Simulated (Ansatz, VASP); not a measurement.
# AgCl (Chlorargyrite): VASP beside Ansatz, part 2 of 2

Aim: how closely do two programs agree when they are given the same cell, functional and k mesh?  The cell comes out of the VASP series on this material, whose earlier steps may have relaxed, scaled or displaced it; both programs get it as it stands.

VASP 6.6.1 and Ansatz 0.2.0.

So far. Step 2 (VASP: single point, r2SCAN with rVV10): The run ends at a pressure of -0.06 GPa. Step 3 (Ansatz: single point, r2SCAN with rVV10): The run ends at a pressure of 0.10 GPa.

## (6) VASP: band structure, r2SCAN with rVV10

Level of this step: r2SCAN with rVV10; plane waves and PAW (Ag, Cl) (VASP).

The same cell, functional, mesh and smearing now go to VASP, with its own data sets and cutoff.

INCAR reads:

```
SYSTEM = AgCl
PREC = Accurate
ENCUT = 400
EDIFF = 1E-06
NELM = 100
ISMEAR = 0
SIGMA = 0.05
LREAL = .FALSE.
ALGO = Normal
METAGGA = R2SCAN
LUSE_VDW = .TRUE.
IVDW_NL = 2
BPARAM = 11.95
CPARAM = 0.0093
LASPH = .TRUE.
NBANDS = 21
LORBIT = 11
LWAVE = .FALSE.
LCHARG = .FALSE.
KPAR = 2
```

POSCAR reads:

```
AgCl
1.0
    0.0000000000      2.7478564130      2.7478564130
    2.7478564130      0.0000000000      2.7478564130
    2.7478564130      2.7478564130      0.0000000000
Ag Cl
1 1
Direct
    0.0000000000      0.0000000000      0.0000000000
    0.5000000000      0.5000000000      0.5000000000
```

KPOINTS reads:

```
Automatic mesh
0
Gamma
7 7 7
0 0 0
```

KPOINTS_OPT reads:

```
Line mode
16
Line-mode
Reciprocal
  0.00000000   0.00000000   0.00000000 GAMMA
  0.50000000   0.00000000   0.50000000 X

  0.50000000   0.00000000   0.50000000 X
  0.50000000   0.25000000   0.75000000 W

  0.50000000   0.25000000   0.75000000 W
  0.37500000   0.37500000   0.75000000 K

  0.37500000   0.37500000   0.75000000 K
  0.00000000   0.00000000   0.00000000 GAMMA

  0.00000000   0.00000000   0.00000000 GAMMA
  0.50000000   0.50000000   0.50000000 L

  0.50000000   0.50000000   0.50000000 L
  0.62500000   0.25000000   0.62500000 U

  0.62500000   0.25000000   0.62500000 U
  0.50000000   0.25000000   0.75000000 W

  0.50000000   0.25000000   0.75000000 W
  0.50000000   0.50000000   0.50000000 L

  0.50000000   0.50000000   0.50000000 L
  0.37500000   0.37500000   0.75000000 K

  0.62500000   0.25000000   0.62500000 U
  0.50000000   0.00000000   0.50000000 X
```

Potentials, in the order of the species: Ag and Cl (PBE family, release 64).

Launch:

```bash
> mpirun -np 2 vasp_std
```

Numbers of over 12 decimals in the logs are rounded to 6 here.

The log of the run:

```text
[banner, memory and clock lines left out]
running    2 mpi-ranks, on    1 nodes
[...]
[... a notice as in an earlier step ...]

 [... a notice as in an earlier step ...]

 LDA part: xc-table for (None), standard interpolation
 POSCAR, INCAR and KPOINTS ok, starting setup
[...]
entering main loop
       N       E                     dE             d eps       ncg     rms          rms(c)
Total rVV10 correction in eV:      0.5283850    21.5737324
Total rVV10 correction in eV:      0.5283850    21.5737324
DAV:   1     0.655050260118E+02    0.65505E+02   -0.72018E+03   848   0.643E+02
DAV:   2    -0.296006082217E+02   -0.95106E+02   -0.86495E+02   985   0.175E+02
DAV:   3    -0.331430602413E+02   -0.35425E+01   -0.35193E+01  1009   0.343E+01
DAV:   4    -0.331673388659E+02   -0.24279E-01   -0.24275E-01   980   0.313E+00
DAV:   5    -0.331677014086E+02   -0.36254E-03   -0.36254E-03  1031   0.364E-01    0.707E+00
Total rVV10 correction in eV:      0.5277103    21.5737320
Total rVV10 correction in eV:      0.5277103    21.5737320
[...]
Total rVV10 correction in eV:      0.5430918    21.5737320
Total rVV10 correction in eV:      0.5430918    21.5737320
   1 F= -.28091851E+02 E0= -.28091851E+02  d E =-.116224E-12
 Start KPOINTS_OPT (optional k-point list driver)
k-point batch [1-20\160]
       N       E                     dE             ncg
DAV:   1     0.190568027315E+04   -0.52667E+04      840
DAV:   2    -0.294313849709E+02   -0.19351E+04      989
DAV:   3    -0.969912990866E+02   -0.67560E+02      995
DAV:   4    -0.974687384495E+02   -0.47744E+00      975
DAV:   5    -0.974762619236E+02   -0.75235E-02     1042
DAV:   6    -0.974764318981E+02   -0.16997E-03      969
DAV:   7    -0.974764363499E+02   -0.44518E-05     1058
DAV:   8    -0.974764364541E+02   -0.10423E-06      676
[...]
k-point batch [141-160\160]
       N       E                     dE             ncg
DAV:   1     0.189978037328E+04   -0.99903E+04      840
DAV:   2    -0.472272062065E+02   -0.19470E+04     1000
DAV:   3    -0.118047721469E+03   -0.70821E+02     1087
DAV:   4    -0.118547460308E+03   -0.49974E+00      968
DAV:   5    -0.118555082841E+03   -0.76225E-02     1037
DAV:   6    -0.118555251447E+03   -0.16861E-03      994
DAV:   7    -0.118555255779E+03   -0.43322E-05     1091
DAV:   8    -0.118555255879E+03   -0.99470E-07      688
```

OUTCAR, selected parts (step 6):

```text
  Total       -0.0228508     -0.0228508     -0.0228508      0.0000000      0.0000000      0.0000000
  in kB       -0.8822660     -0.8822660     -0.8822660      0.0000000      0.0000000      0.0000000
  external PRESSURE =      -0.8822660 kB  Pullay stress =       0.0000000 kB

 POSITION                                       TOTAL-FORCE (eV/Angst)
 -----------------------------------------------------------------------------------
      0.00000      0.00000      0.00000        -0.000000     -0.000000     -0.000000
      2.74786      2.74786      2.74786         0.000000      0.000000      0.000000
 -----------------------------------------------------------------------------------
    total drift:                                0.000000      0.000000      0.000000

  FREE ENERGIE OF THE ION-ELECTRON SYSTEM (eV)
  ---------------------------------------------------
  free  energy   TOTEN  =       -28.0918513908 eV

  energy  without entropy=      -28.0918513908  energy(sigma->0) =      -28.09185139

[... 1 part as in an earlier step ...]

[... 2 further parts left out ...]
[key lines of the parts left out:]
E-fermi :   4.0518
```

Spin-orbit coupling is off here; it would split degenerate levels.

## (7) Side by side

The two programs side by side:

```
                     quantity  Ansatz   VASP  difference
               pressure (GPa)    0.10  -0.09       +0.19
gap over the path points (eV)   1.417  1.364      +0.053
```

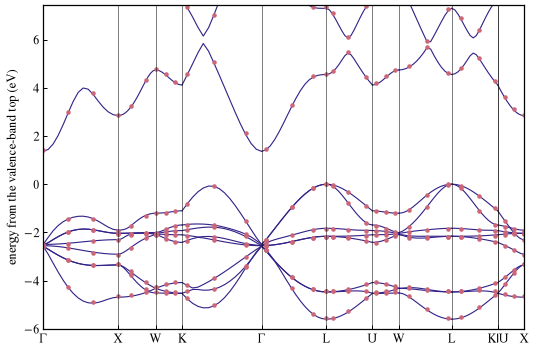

Bands from VASP (lines) and levels from Ansatz (dots). Dots without a line are higher empty bands that the VASP plot leaves out.

Levels at points of the path, from each program's valence-band top (eV; 4 filled, then empty):

```
k (reciprocal lattice)                                    Ansatz                                      VASP
     0.000 0.000 0.000  -2.53 -2.53 -2.51 -2.51 1.42 11.14 11.14  -2.55 -2.55 -2.50 -2.50 1.36 11.28 11.28
     0.167 0.000 0.167    -2.47 -1.98 -1.98 -1.44 3.01 9.48 9.64    -2.45 -1.98 -1.98 -1.44 2.96 9.50 9.70
     0.333 0.000 0.333    -2.37 -1.91 -1.91 -1.44 3.77 8.13 8.54    -2.35 -1.89 -1.89 -1.43 3.73 8.10 8.59
     0.500 0.000 0.500    -2.32 -2.06 -2.06 -1.93 2.89 8.20 9.32    -2.30 -2.04 -2.04 -1.91 2.85 8.24 9.27
     0.500 0.083 0.583    -2.09 -2.06 -2.05 -1.74 3.23 8.14 9.13    -2.07 -2.04 -2.02 -1.73 3.19 8.18 9.09
     0.500 0.183 0.683    -2.06 -2.04 -2.03 -1.30 4.31 8.13 8.61    -2.04 -2.02 -2.01 -1.29 4.28 8.15 8.60
     0.500 0.250 0.750    -2.10 -2.06 -2.02 -1.21 4.77 8.30 8.30    -2.09 -2.04 -2.01 -1.20 4.74 8.30 8.30
     0.450 0.300 0.750    -2.11 -2.00 -1.88 -1.18 4.55 7.88 8.50    -2.08 -1.98 -1.86 -1.18 4.52 7.88 8.49
     0.408 0.342 0.750    -2.12 -1.96 -1.74 -1.13 4.25 7.69 8.62    -2.10 -1.93 -1.73 -1.12 4.22 7.69 8.61
     0.350 0.350 0.700    -2.15 -1.91 -1.68 -0.81 4.58 7.33 8.48    -2.13 -1.89 -1.67 -0.81 4.55 7.32 8.47
```

Among the levels compared (up to four filled and three empty ones at each point), filled levels agree within 27 meV and empty ones within 145 meV. Ansatz's pressure holds a Pulay correction of 0.05 GPa; VASP's holds none.

## (8) Summary of results

```
difference in gap on the k mesh (single point, r2SCAN with rVV10)          : 0.053 eV
difference in gap over the path points (band structure, r2SCAN with rVV10) : 0.053 eV
```

What this shows: The difference in gap over the path points is 0.053 eV (band structure, r2SCAN with rVV10), within the 0.08 eV picked in this series as the mark of a large difference. 2 further runs on this material are not shown. Differences of this kind measure data sets and numerical settings, not the functional's error against experiment.

[Lines on the potential files, build, host, timing and source positions are cut from VASP's logs without a mark.]

[Logs are printed without paths, hosts, clocks, repeated set-up lines and the standing remarks that a program may print on its own settings, such as how far it seeks lower states.]

[Hosts, paths, dates, database ids (printed as entryN), source tags and the programs' standing remarks are cut or masked in the printed files.]
